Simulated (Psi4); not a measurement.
# doublet PN+, run twice

Aim: a single-point energy of doublet PN+ at UCCSD/aug-cc-pVTZ.

The results are computed with Psi4 1.11.

4 further runs of the same task are left out: 3 that didn't finish, 1 set aside as unsound or not needed.

## Step 1: The molecule

PN+ has 2 atoms, charge +1, and is taken as a doublet. SMILES of the parent species: `N#P`. The bond length is the one measured for the parent species. That shape belongs to the parent species and isn't relaxed for this state.

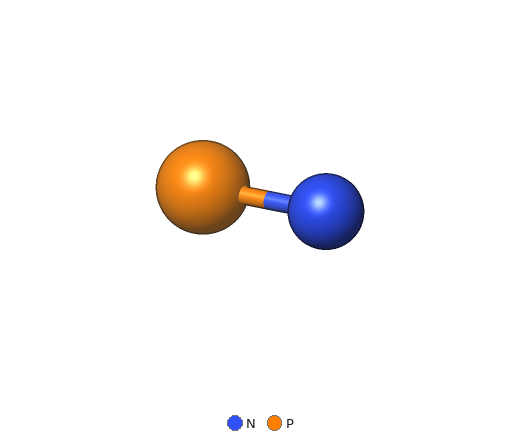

The structure, seen from a chosen angle (nitrogen blue, phosphorus orange).

## Step 2: Try one

Input file np.py:

```python
import psi4

psi4.set_memory(1600000000)
psi4.set_num_threads(1)
psi4.set_output_file('run.log', False)

mol = psi4.geometry("""
1 2
N      0.000000     0.000000     0.000000
P      0.000000     0.000000     1.490866
units angstrom
symmetry c1
no_reorient
no_com
""")

psi4.set_options({
    'basis': 'aug-cc-pVTZ',
    'reference': 'uhf',
    'puream': True,
    'e_convergence': 1e-09,
    'd_convergence': 1e-08,
    'scf_type': 'pk',
    'num_frozen_docc': 6,
    'maxiter': 100,
    'mom_start': 5,
})

result = psi4.energy('ccsd')
print(f'ccsd energy: {result:.10f} Eh')
```

Command:

```
$ python np.py
```

run.log:

```text
h
    h
    h

    -----------------------------------------------------------------------

    Memory:     1.5 GiB
    Threads:    1
                ecpint, einsums, f̶o̶r̶t̶e̶, gauxc, gcp, g̶d̶m̶a̶, geometric, g̶p̶u̶_̶d̶f̶c̶c̶,
                i̶n̶t̶e̶g̶r̶a̶t̶o̶r̶x̶x̶, i̶p̶i̶, libefp, m̶d̶i̶, m̶p̶2̶d̶, m̶r̶c̶c̶, ooo,
                o̶p̶e̶n̶f̶e̶r̶m̶i̶o̶n̶p̶s̶i̶4̶, pcmsolver, p̶s̶i̶4̶f̶o̶c̶k̶c̶i̶, p̶s̶i̶x̶a̶s̶,
                p̶y̶e̶i̶n̶s̶u̶m̶s̶, r̶e̶s̶p̶, s̶i̶m̶i̶n̶t̶, s̶n̶s̶m̶p̶2̶,
                v̶2̶r̶d̶m̶_̶c̶a̶s̶s̶c̶f̶

   => Loading Basis Set <=

    Name: AUG-CC-PVTZ
    Role: ORBITAL
    Keyword: BASIS

         ---------------------------------------------------------
                                   SCF
                              UHF Reference
                        1 Threads,   1525 MiB Core
         ---------------------------------------------------------

  ==> Geometry <==

    Molecular point group: c1
    Full point group: C_inf_v

    Geometry (in Angstrom), charge = 1, multiplicity = 2:

       Center              X                  Y                   Z               Mass
    ------------   -----------------  -----------------  -----------------  -----------------
         N            0.000000000000     0.000000000000     0.000000000000    14.003074004430
         P            0.000000000000     0.000000000000     1.490866000000    30.973761998420

  Running in c1 symmetry.

  Rotational constants: A = ************  B =      0.24486  C =      0.24486 [cm^-1]
  Rotational constants: A = ************  B =   7340.84445  C =   7340.84445 [MHz]
  Nuclear repulsion =   37.269350243650337

  Charge       = 1
  Multiplicity = 2
  Electrons    = 21
  Nalpha       = 11
  Nbeta        = 10

  ==> Algorithm <==

  SCF Algorithm Type is PK.
  DIIS enabled.
  MOM enabled.
  Fractional occupation disabled.
  Guess Type is SAD.
  Energy threshold   = 1.00e-09
  Density threshold  = 1.00e-08
  Integral threshold = 1.00e-12

  ==> Primary Basis <==

  Basis Set: AUG-CC-PVTZ
    Blend: AUG-CC-PVTZ
    Number of shells: 30
    Number of basis functions: 96
    Number of Cartesian functions: 114
    Spherical Harmonics?: true
    Max angular momentum: 3

  ==> Integral Setup <==

  Using in-core PK algorithm.
   Calculation information:
      Number of atoms:                   2
      Number of AO shells:              30
      Number of primitives:             94
      Number of atomic orbitals:       114
      Number of basis functions:        96

      Integral cutoff                 1.00e-12
      Number of threads:                 1

  Performing in-core PK
  Using 21682992 doubles for integral storage.
  We computed 108345 shell quartets total.
  Whereas there are 108345 unique shell quartets.

  ==> DiskJK: Disk-Based J/K Matrices <==

    J tasked:                  Yes
    K tasked:                  Yes
    wK tasked:                  No
    Memory [MiB]:             1144
    Schwarz Cutoff:          1E-12

  Minimum eigenvalue in the overlap matrix is 3.3368609622E-04.
  Reciprocal condition number of the overlap matrix is 6.6820107777E-05.
    Using symmetric orthogonalization.

  ==> Pre-Iterations <==

  SCF Guess: Superposition of Atomic Densities via on-the-fly atomic UHF (no occupation information).

   -------------------------
    Irrep   Nso     Nmo
   -------------------------
     A         96      96
   -------------------------
    Total      96      96
   -------------------------

  ==> Iterations <==

                        Total Energy        Delta E     RMS |[F,P]|

   @UHF iter SAD:  -394.31857428912434   -3.94319e+02   0.00000e+00
   @UHF iter   1:  -394.59321971997650   -2.74645e-01   4.82543e-03 ADIIS/DIIS
   @UHF iter   2:  -394.53040671232213    6.28130e-02   6.90829e-03 ADIIS/DIIS
   @UHF iter   3:  -394.75488375847272   -2.24477e-01   8.82674e-04 ADIIS/DIIS
   @UHF iter   4:  -394.76998715516993   -1.51034e-02   5.13124e-04 ADIIS/DIIS
   @UHF iter   5:  -394.77802325371084   -8.03610e-03   3.74687e-04 ADIIS/DIIS/MOM
   @UHF iter   6:  -394.78313473278337   -5.11148e-03   3.06896e-04 ADIIS/DIIS/MOM
   @UHF iter   7:  -394.78790152193375   -4.76679e-03   2.84168e-04 ADIIS/DIIS/MOM
   @UHF iter   8:  -394.78913467240892   -1.23315e-03   2.82540e-04 ADIIS/DIIS/MOM
   @UHF iter   9:  -394.79180400618918   -2.66933e-03   2.89510e-04 ADIIS/DIIS/MOM
[... 81 lines of further cycles ...]
   @UHF iter  91:  -394.56590610075511   -1.21584e-02   2.05211e-03 ADIIS/DIIS/MOM
   @UHF iter  92:  -394.53783271759983    2.80734e-02   1.88134e-03 ADIIS/DIIS/MOM
   @UHF iter  93:  -394.56496544750058   -2.71327e-02   2.13883e-03 ADIIS/DIIS/MOM
   @UHF iter  94:  -389.58175838812798    4.98321e+00   1.10425e-02 ADIIS/DIIS/MOM
   @UHF iter  95:  -389.59490713684278   -1.31487e-02   1.10237e-02 ADIIS/DIIS/MOM
   @UHF iter  96:  -394.77884046940642   -5.18393e+00   2.17008e-04 ADIIS/DIIS/MOM
   @UHF iter  97:  -394.78072135893615   -1.88089e-03   2.31547e-04 ADIIS/DIIS/MOM
   @UHF iter  98:  -394.77726929857607    3.45206e-03   1.92631e-04 ADIIS/DIIS/MOM
   @UHF iter  99:  -394.77521848219169    2.05082e-03   1.84499e-04 ADIIS/DIIS/MOM
   @UHF iter 100:  -394.77601458549464   -7.96103e-04   2.02710e-04 ADIIS/DIIS/MOM

PsiException: Could not converge SCF iterations in 100 iterations.

  Failed to converge.
```

Standard output:

```text
psi4.driver.p4util.exceptions.SCFConvergenceError: Could not converge SCF iterations in 100 iterations.
```

It took 9.6 s on 1 thread of Intel Xeon Platinum 8488C (Sapphire Rapids), shared host; peak memory 0.56 GiB.

## Step 3: What went wrong

The run stopped without converging.

The telling line is `psi4.driver.p4util.exceptions.SCFConvergenceError: Could not converge SCF iterations in 100 iterations.`. In place of `'mom_start': 5,` the sound input has `'soscf': True,`, `'soscf_start_convergence': 0.001,`. These settings are changed for another try; the log doesn't prove which change is needed.

## Step 4: The mended input

Changes to np.py since step 2:

```diff
@@ -25,3 +25,4 @@
     'maxiter': 100,
-    'mom_start': 5,
+    'soscf': True,
+    'soscf_start_convergence': 0.001,
 })
```

Command:

```
$ python np.py
```

run.log:

```text
[...]
  Running in c1 symmetry.
[...]
  Nuclear repulsion =   37.269350243650337
[...]
  Multiplicity = 2
[...]
  Nalpha       = 11
  Nbeta        = 10
[...]
    Number of basis functions: 96
[...]
   @UHF iter   1:  -394.59321971997650   -2.74645e-01   4.82543e-03 ADIIS/DIIS
[...]
   @UHF iter  19:  -394.80555832623082   -4.14957e-12   3.08369e-09 SOSCF, nmicro=conv
[...]
   @S^2 Observed:                1.474781239E+00
[...]
    Orbital Energies [Eh]
    ---------------------
    Alpha Occupied:
       1A    -80.339831     2A    -16.021080     3A     -7.876293
       4A     -5.775647     5A     -5.757847     6A     -5.757847
       7A     -1.578592     8A     -1.083845     9A     -0.898163
      10A     -0.898163    11A     -0.839480
    Alpha Virtual:
      12A     -0.225977    13A     -0.225977    14A     -0.107242
      15A     -0.086947    16A     -0.059123    17A     -0.059123
      18A     -0.036491    19A     -0.003479    20A     -0.003479
      21A      0.010650    22A      0.011337    23A      0.011337
      24A      0.087740    25A      0.099214    26A      0.099214
[...]
  @UHF Final Energy:  -394.80555832623082
   => Energetics <=
    Nuclear Repulsion Energy =             37.2693502436503366
    One-Electron Energy =                -612.0293137625756117
    Two-Electron Energy =                 179.9544051926944235
    Total Energy =                       -394.8055583262308232
  UHF NO Occupations:
  HONO-2 :    9  A 1.8082033
  HONO-1 :   10  A 1.8082033
[...]
 Multipole Moments:
 ------------------------------------------------------------------------------------
     Multipole            Electronic (a.u.)      Nuclear  (a.u.)        Total (a.u.)
 ------------------------------------------------------------------------------------
 L = 1.  Multiply by 2.5417464519 to convert [e a0] to [Debye]
 Dipole X            :          0.0000000            0.0000000            0.0000000
 Dipole Y            :          0.0000000            0.0000000            0.0000000
 Dipole Z            :        -39.9711597           42.2599264            2.2887667
 Magnitude           :                                                    2.2887667
[...]
      * MP2 total energy                      = -395.045607707979514
[...]
      * CCSD total energy                     = -395.097802735832261
```

The script printed:

```text
ccsd energy: -395.0978027358 Eh
```

It took 59 s on 1 thread of Intel Xeon Platinum 8488C (Sapphire Rapids), shared host; peak memory 1.1 GiB.

## Step 5: Summary of results

Level: UCCSD/aug-cc-pVTZ.

| quantity | value |
| --- | --- |
| total energy | -395.09780 Eh |
| HOMO energy (Hartree–Fock orbitals) (highest over α and β) | -20.13 eV |
| LUMO energy (Hartree–Fock orbitals) (lowest over α and β) | -8.20 eV |
| correlation energy (6 core orbitals frozen) | -292.2 mEh |
| ⟨S²⟩ of the reference determinant | 1.475 |
| T1 diagnostic | 0.135 |

⟨S²⟩ is 1.47 where a pure doublet has 0.75: the reference is spin-contaminated. The T1 diagnostic of 0.135 is above the customary mark for such species, so a single reference may not serve.
